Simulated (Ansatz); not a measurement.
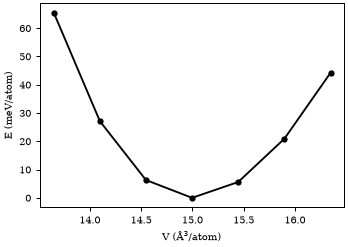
Fig. 1. CuAu (L1₀ or tetragonal B2, P4/mmm) under volume change, plane-wave PAW PBE (Ansatz code), shape and atoms relaxed at each volume.

Problem. What does a third-order Birch–Murnaghan fit give for V₀, B₀ and B′?

Solution. V₀ = 15.00 Å³/atom, B₀ = 141 GPa, B′ = 5.5.

The cell was relaxed with PBE under the symmetry of its start. No spin polarisation was allowed. Spin–orbit coupling is left out wherever it is not named.

Potentials: the earlier of the program's two PAW sets.
